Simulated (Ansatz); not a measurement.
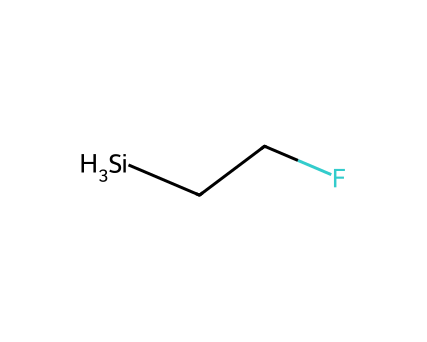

The geometry was computed by an optimisation with PBE-D4/def2-SVP. No frequency run is at hand to confirm it as a minimum. Properties computed with RKS PBE-D4/def2-SVP (Ansatz 0.2.0).

Predict the main results.

The species is C2H7FSi (`FCC[SiH3]`).
- dipole moment: 1.87 D
- dispersion correction: −17.9 kJ/mol
